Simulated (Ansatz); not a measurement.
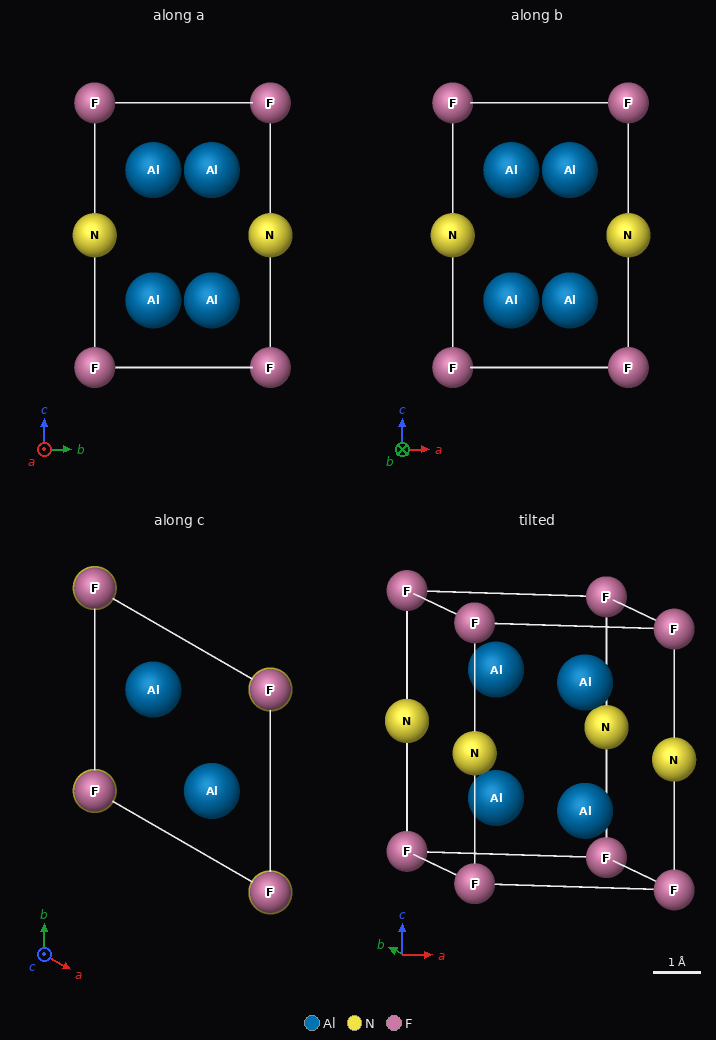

A spheres-only rendering, viewed along the a axis, along the b axis, along the c axis and slightly off an axis. Lines trace the edges of the conventional unit cell.

Lattice parameters: a = 4.3799 Å, b = 4.3799 Å, c = 5.7141 Å, α = 90.000°, β = 90.000°, γ = 120.000°.

Give the structure in the form of a CIF with its space group and independent sites, with free fractional coordinates to two decimals.

```cif
data_structure
_symmetry_space_group_name_H-M 'P 6/m m m'
_symmetry_Int_Tables_number 191
_cell_length_a 4.3799
_cell_length_b 4.3799
_cell_length_c 5.7141
_cell_angle_alpha 90.000
_cell_angle_beta 90.000
_cell_angle_gamma 120.000
_cell_volume 94.93
loop_
_atom_site_label
_atom_site_type_symbol
_atom_site_symmetry_multiplicity
_atom_site_Wyckoff_symbol
_atom_site_fract_x
_atom_site_fract_y
_atom_site_fract_z
_atom_site_occupancy
Al1 Al 4 h 0.3333 0.6667 0.75 1
N1 N 1 b 0.00 0.00 0.50 1
F1 F 1 a 0.00 0.00 0.00 1
```

The structure was taken from a structure type filled with these elements by a generator (whether the compound takes this form wasn't checked). Earlier steps of the study, as a rule a relaxation of our own, may have changed the cell and positions, so they can lie some per cent off the listed ones. A calculation with Ansatz used it as input.
